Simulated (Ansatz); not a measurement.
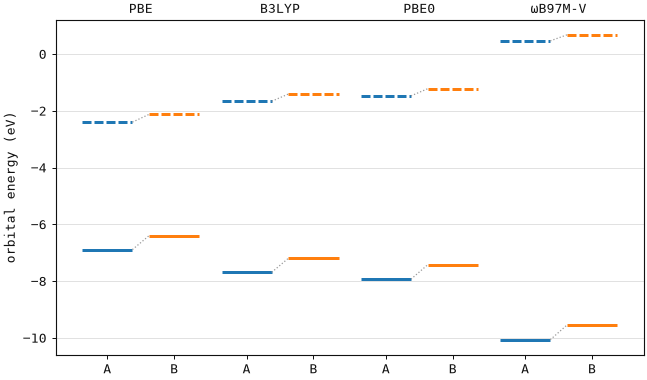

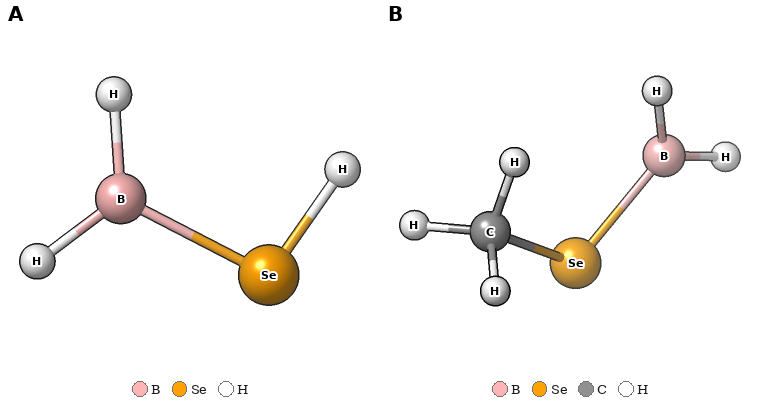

One change: A, BH₃Se (SMILES B[SeH]), becomes B, CH₅BSe (SMILES B[Se]C). H on Se is replaced by CH₃. HOMO (solid) and LUMO (dashed) computed in def2-TZVPP at PBE0-D4/def2-TZVP geometries, both minima by their frequencies, gas phase, the Ansatz code. Empty levels above zero depend strongly on the basis.

What does the change do to HOMO and LUMO?

PBE: the HOMO rises by 0.49 eV, the LUMO rises by 0.27 eV, and the separation goes from 4.49 to 4.27 eV. B3LYP: the HOMO rises by 0.50 eV, the LUMO rises by 0.25 eV, and the separation goes from 6.03 to 5.79 eV. PBE0: the HOMO rises by 0.51 eV, the LUMO rises by 0.25 eV, and the separation goes from 6.46 to 6.20 eV. ωB97M-V: the HOMO rises by 0.52 eV, the LUMO rises by 0.21 eV, and the separation goes from 10.53 to 10.23 eV.

Do the functionals agree on the effect?

They agree on the direction for both levels; the HOMO shift lies between 0.49 and 0.52 eV and the LUMO shift between 0.21 and 0.27 eV, while the separations themselves differ by up to 6.0 eV between functionals.
